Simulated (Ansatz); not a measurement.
## Decaying states in the gap of CsCdBrCl2

Wanted: the relaxed cell of CsCdBrCl2, its band edges and its decay constants. It is built by putting Br for part of the Cl in the CsCdCl3 structure of space group Pm-3m, with the volume rescaled by atomic radii. The parent structure comes from the Materials Project.

Main program and level: Ansatz 0.2.0; LDA DFT, plane waves, PAW files, in the first sound run; inputs show where later runs differ.

The structure was built from a prototype and need not be the compound's stable phase.

### 1. The structure

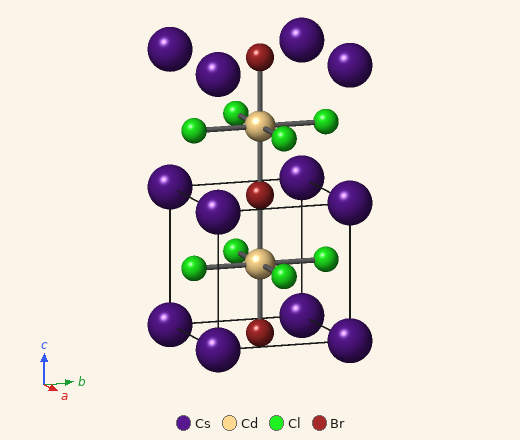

Start, viewed slightly off an axis; caesium purple, cadmium orange, chlorine green, bromine red. 1×1×2 cells are drawn. Some periodic images of atoms are drawn too.

### 2. Relaxing the new crystal

The substituted atoms don't fit the parent's cell, so cell and atoms relax together. A small smearing keeps the run stable in case the gap closes on the way.

Input file input.yaml:

```yaml
crystal:
  lattice:
    - [5.3331198501, 0.0, 0.0]
    - [0.0, 5.3331198501, 0.0]
    - [0.0, 0.0, 5.3331198501]
  atoms:
    - { symbol: Cs, position: [0.0, 0.0, 0.0] }
    - { symbol: Cd, position: [0.5, 0.5, 0.5] }
    - { symbol: Cl, position: [0.0, 0.5, 0.5] }
    - { symbol: Br, position: [0.5, 0.5, 0.0] }
    - { symbol: Cl, position: [0.5, 0.0, 0.5] }
kpoints:
  mp_grid: { grid: [4, 4, 4] }
scf:
  occupations: { method: gaussian, width: 0.03 }
hamiltonian:
  xc: lda
output:
  forces: true
  stress: true
relax:
  f_tol: 0.02
  max_steps: 60
  cell: {}
```

Started as:

```
> ansatz run input.yaml --threads 2 --pin off --max-ram 4096MiB --backend cpu --events-out ev --progress --plain --runs-dir out
```

Numbers of over 12 decimals in the logs are rounded to 6 here.

Output:

```text
Engine: ansatz 0.2.0, aarch64-unknown-linux-gnu
Pseudopotentials: kind: paw
Pseudopotential: Cs, paw, valence charge 9, recommended cutoff 420 eV (normal), Cs.paw.azcp
Pseudopotential: Cd, paw, valence charge 20, recommended cutoff 420 eV (normal), Cd.paw.azcp
Pseudopotential: Cl, paw, valence charge 7, recommended cutoff 420 eV (normal), Cl.paw.azcp
Pseudopotential: Br, paw, valence charge 7, recommended cutoff 420 eV (normal), Br.paw.azcp
Functional definition: SPW92
  exchange = slater_x
  correlation = pw_c
Crystal: 5 atoms, lattice volume = 151.685 Å³
Basis set: ecut = 420 eV, 2945 PW (Γ)
Bands: 30, of which v1, the nominal top of the filled ones, is band 25 counted from 1 (24 counted from 0)
Symmetry: 16 space group operations
Space group: P4/mmm (ITA 123), of the structure as read, at distance tolerance 5.3e-5 Å
k-points: 18 of 64
Non-local potential: Cs, projectors of the file, l = 0: 3, l = 1: 2, l = 2: 2, l = 3: 2
Non-local potential: Cd, projectors of the file, l = 0: 3, l = 1: 2, l = 2: 2, l = 3: 1
Non-local potential: Cl, projectors of the file, l = 0: 2, l = 1: 2, l = 2: 2
Non-local potential: Br, projectors of the file, l = 0: 2, l = 1: 2, l = 2: 2
PAW form: soft (Blöchl's): semilocal exchange-correlation on the pseudo side does not see the compensation charge
PAW frozen core: Cs, regenerated for the run's functional, and the local potential with it (the file was generated under x = pbe(κ = 0.804, μ = 0.219515), c = pbe(β = 0.066725))
PAW frozen core: Cd, regenerated for the run's functional, and the local potential with it (the file was generated under x = pbe(κ = 0.804, μ = 0.219515), c = pbe(β = 0.066725))
PAW frozen core: Cl, regenerated for the run's functional, and the local potential with it (the file was generated under x = pbe(κ = 0.804, μ = 0.219515), c = pbe(β = 0.066725))
PAW frozen core: Br, regenerated for the run's functional, and the local potential with it (the file was generated under x = pbe(κ = 0.804, μ = 0.219515), c = pbe(β = 0.066725))
PAW one-centre angular grid: Cs, 194 points (default); XC on 64 Gauss nodes
PAW one-centre angular grid: Cd, 590 points (default); XC on 64 Gauss nodes
PAW one-centre angular grid: Cl, 110 points (default); XC on 64 Gauss nodes
PAW one-centre angular grid: Br, 110 points (default); XC on 64 Gauss nodes
Initial density: superposition of atomic densities (neutral atoms: chi_scale 0, normalization atom), corrected by the library's trained network
Initial wavefunctions: pseudopotential atomic-orbital guess
Functional: x = slater, c = lda
SCF iter   1: F=—  HF=-18411.699562 eV  |F-HF|=—  |Δ(HF+E_count)|=         —  Δρ=6.68e-3  dr2=6.43e-2  ethr=1.77e-3  ⟨swp⟩=7.9  Hψ=2570  notcnv=0
preconditioner: auto → Resta (q_TF=auto, 2.268 Å⁻¹)  ε∞=3.6  [insulator: Δε(μ)=0.883 eV  Ē_g=12.156 eV  σ=0.030 eV  W_gap=1.00  n_scr=26 (ndim 8)  ℏωp=19.5 eV  f_vac=0.040  D(μ)=0.00/eV (n_scr^D=0)  ε∞_Penn≈3.6]
SCF iter   2: F=—  HF=-18411.681568 eV  |F-HF|=—  |Δ(HF+E_count)|=   1.80e-2  Δρ=2.98e-3  dr2=1.15e-2  ethr=1.29e-4  ⟨swp⟩=2.0  Hψ=1070  notcnv=0  defer=16
SCF iter   3: F=—  HF=-18411.678456 eV  |F-HF|=—  |Δ(HF+E_count)|=   3.11e-3  Δρ=8.33e-4  dr2=7.57e-4  ethr=2.31e-5  ⟨swp⟩=2.1  Hψ=843  notcnv=0  defer=18
SCF iter   4: F=—  HF=-18411.678359 eV  |F-HF|=—  |Δ(HF+E_count)|=   9.64e-5  Δρ=1.99e-4  dr2=6.41e-5  ethr=1.51e-6  ⟨swp⟩=2.8  Hψ=1027  notcnv=0  defer=18
SCF iter   5: F=—  HF=-18411.678353 eV  |F-HF|=—  |Δ(HF+E_count)|=   6.57e-6  Δρ=5.55e-5  dr2=5.66e-6  ethr=1.28e-7  ⟨swp⟩=2.3  Hψ=875  notcnv=0  defer=18
SCF iter   6: F=—  HF=-18411.678355 eV  |F-HF|=—  |Δ(HF+E_count)|=   2.69e-6  Δρ=1.21e-5  dr2=4.09e-7  ethr=1.13e-8  ⟨swp⟩=2.3  Hψ=830  notcnv=0  defer=18
SCF iter   7: F=-18411.678356 eV  HF=-18411.678356 eV  |F-HF|=5.71e-9  |Δ(HF+E_count)|=   3.89e-8  Δρ=2.94e-6  dr2=2.25e-8  ethr=2.00e-10  ⟨swp⟩=5.0  Hψ=2139  notcnv=0
SCF 1 converged in 7 iterations: F = -18411.678356 eV  dr2 = 2.25e-8
  greatest PAW one-centre occupation: 1.000 electrons in one spin orbital (limit 2), on the Cd atom at site 1 (counted from 0), in its partial waves of l = 0
relax step   1: F+E_penalty+E_count = -18411.67835553 eV  Δ(F+E_penalty+E_count) = +0.000e0 eV  max|allowed force component| = 1.427e-28 eV/Å  Δτ_max = 0.0000 Å  P = -2.343 GPa  Ω = 151.685 Å³  (7 SCF iters, dr2 threshold 1.00e-7 eV, accepted)
Crystal: 5 atoms, lattice volume = 143.210 Å³
Basis set: ecut = 420 eV, 2809 PW (Γ)
Initial density: handed on by an earlier stage of this run
Initial wavefunctions: those handed on with the density
iter 1 solved again at ethr=1.96e-5 eV; its pass at ethr=3.10e-3 eV (dr2=9.80e-3 eV) is discarded
SCF iter   1: F=—  HF=-18411.780938 eV  |F-HF|=—  |Δ(HF+E_count)|=         —  Δρ=1.66e-3  dr2=9.01e-3  ethr=1.96e-5  ⟨swp⟩=2.2  Hψ=3220  notcnv=0
preconditioner: auto → Resta (q_TF=auto, 2.289 Å⁻¹)  ε∞=3.6  [insulator: Δε(μ)=1.058 eV  Ē_g=12.407 eV  σ=0.030 eV  W_gap=1.00  n_scr=26 (ndim 8)  ℏωp=20.1 eV  f_vac=0.027  D(μ)=0.00/eV (n_scr^D=0)  ε∞_Penn≈3.6]
SCF iter   2: F=—  HF=-18411.778019 eV  |F-HF|=—  |Δ(HF+E_count)|=   2.92e-3  Δρ=9.19e-4  dr2=2.30e-3  ethr=1.80e-5  ⟨swp⟩=2.1  Hψ=834  notcnv=0
SCF iter   3: F=—  HF=-18411.777049 eV  |F-HF|=—  |Δ(HF+E_count)|=   9.71e-4  Δρ=3.13e-4  dr2=3.57e-4  ethr=4.60e-6  ⟨swp⟩=2.3  Hψ=728  notcnv=0
SCF iter   4: F=—  HF=-18411.776903 eV  |F-HF|=—  |Δ(HF+E_count)|=   1.46e-4  Δρ=1.09e-4  dr2=2.37e-5  ethr=7.13e-7  ⟨swp⟩=2.1  Hψ=860  notcnv=0
SCF iter   5: F=—  HF=-18411.776898 eV  |F-HF|=—  |Δ(HF+E_count)|=   5.10e-6  Δρ=4.19e-5  dr2=1.96e-6  ethr=4.74e-8  ⟨swp⟩=2.3  Hψ=962  notcnv=0
SCF iter   6: F=-18411.776897 eV  HF=-18411.776897 eV  |F-HF|=1.06e-8  |Δ(HF+E_count)|=   2.14e-7  Δρ=5.89e-6  dr2=5.41e-8  ethr=1.00e-9  ⟨swp⟩=5.0  Hψ=2127  notcnv=0
SCF 2 converged in 6 iterations: F = -18411.776897 eV  dr2 = 5.41e-8
relax step   2: F+E_penalty+E_count = -18411.77689744 eV  Δ(F+E_penalty+E_count) = -9.854e-2 eV  max|allowed force component| = 1.972e-30 eV/Å  Δτ_max = 0.0000 Å  P = -0.552 GPa  Ω = 143.210 Å³  energy of the carried Pulay correction = +6.083e-4 eV  (6 SCF iters, dr2 threshold 5.00e-7 eV, accepted)
Crystal: 5 atoms, lattice volume = 140.050 Å³
Basis set: ecut = 420 eV, 2769 PW (Γ)
iter 1 solved again at ethr=5.20e-6 eV; its pass at ethr=3.10e-3 eV (dr2=2.60e-3 eV) is discarded
SCF iter   1: F=—  HF=-18411.790254 eV  |F-HF|=—  |Δ(HF+E_count)|=         —  Δρ=8.33e-4  dr2=2.56e-3  ethr=5.20e-6  ⟨swp⟩=2.2  Hψ=3238  notcnv=0
preconditioner: auto → Resta (q_TF=auto, 2.298 Å⁻¹)  ε∞=3.7  [insulator: Δε(μ)=1.142 eV  Ē_g=12.477 eV  σ=0.030 eV  W_gap=1.00  n_scr=26 (ndim 8)  ℏωp=20.3 eV  f_vac=0.024  D(μ)=0.00/eV (n_scr^D=0)  ε∞_Penn≈3.7]
SCF iter   2: F=—  HF=-18411.789463 eV  |F-HF|=—  |Δ(HF+E_count)|=   7.90e-4  Δρ=4.64e-4  dr2=7.38e-4  ethr=5.13e-6  ⟨swp⟩=2.4  Hψ=790  notcnv=0
SCF iter   3: F=—  HF=-18411.789148 eV  |F-HF|=—  |Δ(HF+E_count)|=   3.15e-4  Δρ=1.75e-4  dr2=9.75e-5  ethr=1.48e-6  ⟨swp⟩=2.1  Hψ=759  notcnv=0
SCF iter   4: F=—  HF=-18411.789120 eV  |F-HF|=—  |Δ(HF+E_count)|=   2.78e-5  Δρ=6.94e-5  dr2=8.20e-6  ethr=1.95e-7  ⟨swp⟩=2.1  Hψ=940  notcnv=0
SCF iter   5: F=—  HF=-18411.789118 eV  |F-HF|=—  |Δ(HF+E_count)|=   2.09e-6  Δρ=2.13e-5  dr2=6.15e-7  ethr=1.64e-8  ⟨swp⟩=2.3  Hψ=968  notcnv=0
SCF iter   6: F=-18411.789118 eV  HF=-18411.789118 eV  |F-HF|=1.00e-8  |Δ(HF+E_count)|=   4.64e-8  Δρ=3.78e-6  dr2=2.90e-8  ethr=1.00e-9  ⟨swp⟩=4.9  Hψ=1914  notcnv=0
SCF 3 converged in 6 iterations: F = -18411.789118 eV  dr2 = 2.90e-8
relax step   3: F+E_penalty+E_count = -18411.78911843 eV  Δ(F+E_penalty+E_count) = -1.222e-2 eV  max|allowed force component| = 7.100e-31 eV/Å  Δτ_max = 0.0000 Å  P = +0.308 GPa  Ω = 140.050 Å³  energy of the carried Pulay correction = +8.382e-4 eV  (6 SCF iters, dr2 threshold 5.00e-7 eV, accepted)
[...]
relax step   4: F+E_penalty+E_count = -18411.79041202 eV  Δ(F+E_penalty+E_count) = -1.294e-3 eV  max|allowed force component| = 1.996e-29 eV/Å  Δτ_max = 0.0000 Å  P = +0.015 GPa  Ω = 141.068 Å³  energy of the carried Pulay correction = +7.583e-4 eV  (4 SCF iters, dr2 threshold 5.00e-7 eV, accepted)
Initial wavefunctions: pseudopotential atomic-orbital guess (no wavefunctions were taken with the density)
iter 1 solved again at ethr=3.70e-7 eV; its pass at ethr=3.10e-3 eV (dr2=1.85e-4 eV) is discarded
SCF iter   1: F=—  HF=-18411.789562 eV  |F-HF|=—  |Δ(HF+E_count)|=         —  Δρ=7.49e-5  dr2=1.39e-6  ethr=3.70e-7  ⟨swp⟩=3.6  Hψ=4161  notcnv=0
preconditioner: auto → Resta (q_TF=auto, 2.295 Å⁻¹)  ε∞=3.6  [insulator: Δε(μ)=1.131 eV  Ē_g=12.450 eV  σ=0.030 eV  W_gap=1.00  n_scr=26 (ndim 8)  ℏωp=20.3 eV  f_vac=0.025  D(μ)=0.00/eV (n_scr^D=0)  ε∞_Penn≈3.6]
SCF iter   2: F=—  HF=-18411.789578 eV  |F-HF|=—  |Δ(HF+E_count)|=   1.64e-5  Δρ=3.54e-5  dr2=3.33e-7  ethr=2.78e-9  ⟨swp⟩=2.4  Hψ=993  notcnv=0
SCF iter   3: F=—  HF=-18411.789578 eV  |F-HF|=—  |Δ(HF+E_count)|=   7.67e-8  Δρ=8.91e-6  dr2=3.34e-8  ethr=6.66e-10  ⟨swp⟩=1.7  Hψ=608  notcnv=0
SCF iter   4: F=—  HF=-18411.789578 eV  |F-HF|=—  |Δ(HF+E_count)|=   1.40e-9  Δρ=1.02e-6  dr2=2.98e-9  ethr=6.67e-11  ⟨swp⟩=2.7  Hψ=1019  notcnv=0
SCF iter   5: F=—  HF=-18411.789578 eV  |F-HF|=—  |Δ(HF+E_count)|=  3.42e-10  Δρ=1.97e-7  dr2=1.06e-10  ethr=5.96e-12  ⟨swp⟩=2.6  Hψ=889  notcnv=0
SCF iter   6: F=-18411.789578 eV  HF=-18411.789578 eV  |F-HF|=0.00e0  |Δ(HF+E_count)|=  1.82e-11  Δρ=6.16e-8  dr2=6.89e-12  ethr=1.00e-12  ⟨swp⟩=5.0  Hψ=2067  notcnv=0
SCF 5 converged in 6 iterations: F = -18411.789578 eV  dr2 = 6.89e-12
relax step   5: F+E_penalty+E_count = -18411.78957847 eV  Δ(F+E_penalty+E_count) = +8.336e-4 eV  max|allowed force component| = 7.810e-29 eV/Å  Δτ_max = 0.0000 Å  P = +0.017 GPa  Ω = 141.068 Å³  stress off target by 4.16e-2 GPa  SCF on the basis re-selected at this cell (its energy is not comparable with the rows above)  (6 SCF iters)
basis re-selected at this cell: Δ(F+E_penalty+E_count) = +8.336e-4 eV, ΔP = +0.001 GPa vs the last step (what re-selecting the basis moved, of the pressure what is left beyond the Pulay correction that the steps carried, after the strain that the cell walked since its last selection, with what the two solves' SCF thresholds leave and, on support functions, any second-order correction that the steps lacked; it is no m [...]
SCF converged after 6 iterations
Free energy (F): -18411.789578 eV
Harris-Foulkes:  -18411.789578 eV  (|F-HF|=0.00e0)
Internal energy: -18411.789578 eV  (E = F + TS)
E sigma→0 (E₀):  -18411.789578 eV
Fermi energy:    4.998125 eV
--- Per-component energies (eV) ---
  E_band       = -610.770430
  E_kinetic    = 1106.003415
  E_local      = -5602.767441  (includes V_loc(G=0)·N_el)
  E_nonlocal   = 207.664554
  E_hartree    = 2475.402465
  E_xc         = -822.413411
  E_vxc        = -697.085238  (∫ρ·V_xc dr)
  E_paw        = -12262.970626  (= ΣΔE_a)
  E_vpaw       = -575.390900  (= ΣTr[D̂ρ^β])
  E_aug_tail   = 0.000207  (compensation charges beyond the density's cutoff)
  E_ewald      = -3514.333362
  E_core_change = 1.624620  (= ΣΔE_core)
  E_smearing   = -0.000000  (= −TS)
  E_closure    = -0.000000  (closes the sum)
  Σ components = -18411.789578   (vs F -18411.789578, Δ=0.00e0)
--- Forces (eV/Å), atoms counted from 1 ---
  atom   1  Cs     0.00000000    -0.00000000     0.00000000
  atom   2  Cd     0.00000000     0.00000000     0.00000000
  atom   3  Cl     0.00000000    -0.00000000     0.00000000
  atom   4  Br     0.00000000     0.00000000     0.00000000
  atom   5  Cl     0.00000000     0.00000000     0.00000000
  max |Σ_I F_I| component: 1.14e-28 eV/Å
--- Stress (GPa, compression-positive) ---
        0.004306       0.000000       0.000000
        0.000000       0.004306       0.000000
        0.000000       0.000000       0.041569
  P = ⅓ Tr σ = 0.0167 GPa (0.167 kbar)
--- Relaxed structure (4 steps of the walk, 4 accepted, 1 SCFs on fresh bases) ---
  F+E_penalty+E_count = -18411.78957847 eV   max|allowed force component| = 7.810e-29 eV/Å   (the final SCF, on the basis selected at the relaxed cell)
  cell:  # Å, volume = 141.0675 Å³
    - [5.130883, 0, 0.0]
    - [0, 5.130883, 0.0]
    - [0.0, 0.0, 5.358495]
  atoms:
    - { symbol: Cs, position: [0, 0, 0.0] }
    - { symbol: Cd, position: [0.5, 0.5, 0.5] }
    - { symbol: Cl, position: [0, 0.5, 0.5] }
    - { symbol: Br, position: [0.5, 0.5, 0.0] }
    - { symbol: Cl, position: [0.5, 0, 0.5] }
```

Run time: 8.8 s. Hardware: 2 threads of Arm Neoverse V2, shared host; peak memory 0.43 GiB; 17 s of CPU time.

Step by step:

| step | energy less that of the first step (eV) | largest force component (eV/Å) | pressure (GPa) | volume (Å³) |
| --- | --- | --- | --- | --- |
| 1 | 0.0000 | 0.0000 | -2.34 | 151.69 |
| 2 | -0.0985 | 0.0000 | -0.55 | 143.21 |
| 3 | -0.1108 | 0.0000 | 0.31 | 140.05 |
| 4 | -0.1121 | 0.0000 | 0.02 | 141.07 |
| 5* | -0.1112 | 0.0000 | 0.02 | 141.07 |

Relaxation steps marked * repeat the geometry before them on a plane-wave basis chosen anew for their cell, so energy and pressure can jump there.

Forces are held to the 16 operations that the run works with; a distortion that breaks them can't arise in this run.

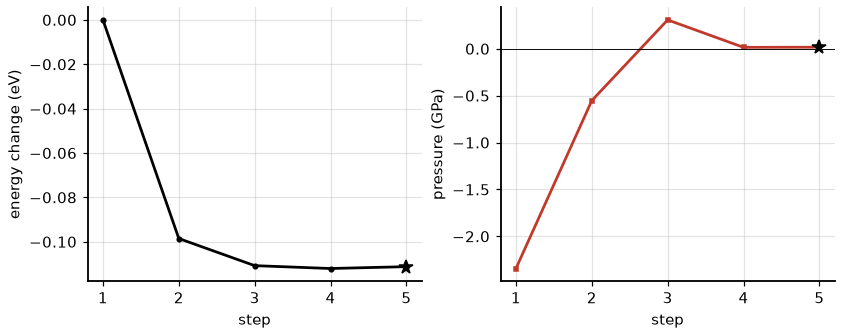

Energy and pressure along the relaxation. Stars mark steps on a basis chosen anew.

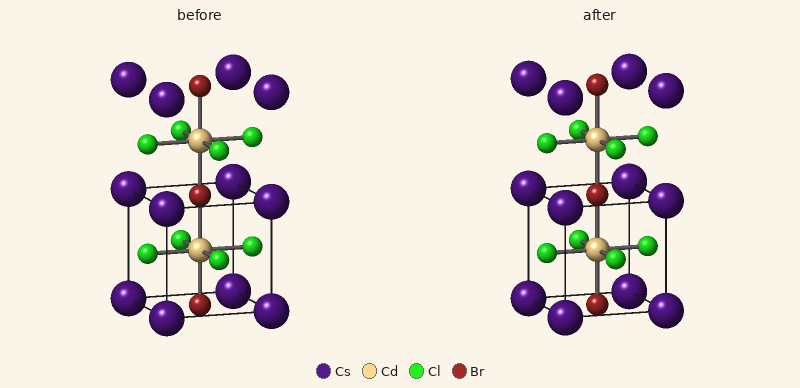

Before and after, at one scale.

```csv
"conventional cell, symmetrised",before,after,change
a (Å),5.333,5.131,-3.8 %
b (Å),5.333,5.131,-3.8 %
c (Å),5.333,5.358,+0.5 %
volume (Å³/atom),30.34,28.21,-7.0 %
```

The relaxed structure:

```xyz
5
Lattice="5.1309 0.0000 0.0000 0.0000 5.1309 0.0000 0.0000 0.0000 5.3585" Properties=species:S:1:pos:R:3 pbc="T T T"
Cs    0.0000    0.0000    0.0000
Cd    2.5654    2.5654    2.6792
Cl    0.0000    2.5654    2.6792
Br    2.5654    2.5654    0.0000
Cl    2.5654    0.0000    2.6792
```

This step gave:

| Property | Result |
| --- | --- |
| free energy | -18411.7896 eV |
| Fermi energy | 4.998 eV |
| pressure | 0.01673 GPa |

The largest force component on a free atom ends at 7.8e-29 eV/Å.

### 3. Band edges

The energy window and the wavevectors of the next steps follow from the band edges, so these are searched first, off the mesh as well.

Input file input.yaml:

```yaml
crystal:
  lattice:
    - [5.1308827787, 0.0, 0.0]
    - [0.0, 5.1308827787, 0.0]
    - [0.0, 0.0, 5.358495236]
  atoms:
    - { symbol: Cs, position: [0.0, 0.0, 0.0] }
    - { symbol: Cd, position: [0.5, 0.5, 0.5] }
    - { symbol: Cl, position: [0.0, 0.5, 0.5] }
    - { symbol: Br, position: [0.5, 0.5, 0.0] }
    - { symbol: Cl, position: [0.5, 0.0, 0.5] }
kpoints:
  mp_grid: { grid: [4, 4, 4] }
  band_path: { path: [VBM, CBM], npoints: 30 }
scf:
  occupations: { method: fixed }
hamiltonian:
  xc: lda
output:
  eigenvalues: true
  write_potential: true
  write_density: true
  volumetric_format: npy
```

Output:

```text
[...]
Crystal: 5 atoms, lattice volume = 141.068 Å³
Basis set: ecut = 420 eV, 2769 PW (Γ)
Bands: 30, of which v1, the nominal top of the filled ones, is band 25 counted from 1 (24 counted from 0)
Symmetry: 16 space group operations
[...]
k-points: 18 of 64
[...]
SCF iter   1: F=—  HF=-18411.809507 eV  |F-HF|=—  |Δ(HF+E_count)|=         —  Δρ=6.92e-3  dr2=6.10e-2  ethr=1.77e-3  ⟨swp⟩=5.4  Hψ=2021  notcnv=0  defer=44
[...]
SCF iter   7: F=-18411.789578 eV  HF=-18411.789578 eV  |F-HF|=4.98e-9  |Δ(HF+E_count)|=   3.74e-8  Δρ=2.56e-6  dr2=1.64e-8  ethr=2.00e-10  ⟨swp⟩=11.3  Hψ=2385  notcnv=0
SCF 1 converged in 7 iterations: F = -18411.789578 eV  dr2 = 1.64e-8
[...]
NSCF: frozen V_eff on 40 k-points
[...]
SCF converged after 7 iterations
Free energy (F): -18411.789578 eV
[...]
Internal energy: -18411.789578 eV  (E = F + TS)
E sigma→0 (E₀):  -18411.789578 eV
Fermi energy:    4.432642 eV
[...]
--- Band table (eV; the first three rows and the last of 18) ---
  k-point 0: bands = [... 21 lower, 3.2764, 3.6800, 3.7462, 3.7462, 5.5638, 9.5599, 9.6336, 10.0403, ... 1 higher]
  k-point 1: bands = [... 21 lower, 3.2475, 3.2475, 3.6551, 3.6551, 6.9016, 10.1636, 10.1850, 10.6482, ... 1 higher]
  k-point 2: bands = [... 21 lower, 3.2508, 3.2508, 3.5400, 3.5400, 8.6835, 10.8016, 10.8359, 11.5776, ... 1 higher]
  k-point 17: bands = [... 21 lower, 4.0947, 4.0947, 4.1929, 4.4326, 9.6368, 9.6368, 9.6798, 11.1348, ... 1 higher]
```

It took 8.8 s on 2 threads; peak memory 0.4 GiB.

This step gave:

| Item | Value |
| --- | --- |
| Fermi energy | 4.433 eV |
| gap on the k-mesh | 1.131 eV |
| gap on path | 1.131 eV, by band count; negative where bands overlap |
| direct gap on path | 1.818 eV |
| edge places on path | 0, 1.046 1/A along the path |

The electronic bands at the labelled points (eV, zero at the Fermi level (highest filled level under fixed occupations); v1 is the highest filled band, c1 the lowest empty one):

| point | v4 | v3 | v2 | v1 | c1 | c2 | c3 | c4 |
| --- | --- | --- | --- | --- | --- | --- | --- | --- |
| VBM | -0.34 | -0.34 | -0.24 | 0.00 | 5.20 | 5.20 | 5.25 | 6.70 |
| CBM | -1.16 | -0.75 | -0.69 | -0.69 | 1.13 | 5.13 | 5.20 | 5.61 |

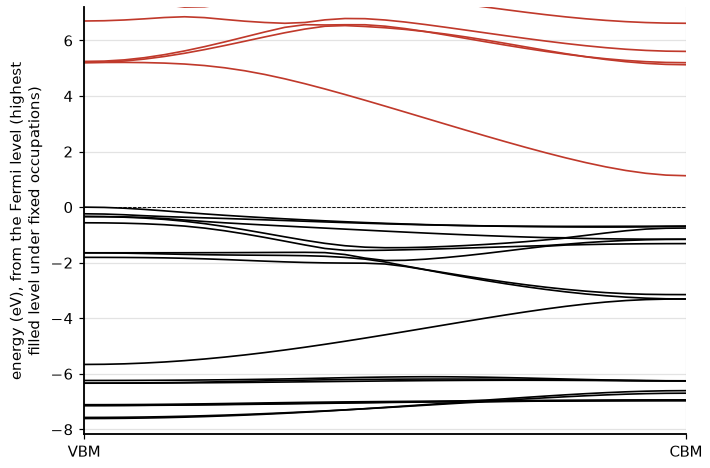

Electronic bands along the path; lines of filled and empty bands in two colours.

The searched edges give 1.13 eV, as on the mesh.

[end of part 1 of 3]

[Logs are printed without paths, hosts, clocks, repeated set-up lines and the standing remarks that a program may print on its own settings, such as how far it seeks lower states.]

[Hosts, paths, dates, database ids (printed as entryN), source tags and the programs' standing remarks are cut or masked in the printed files.]
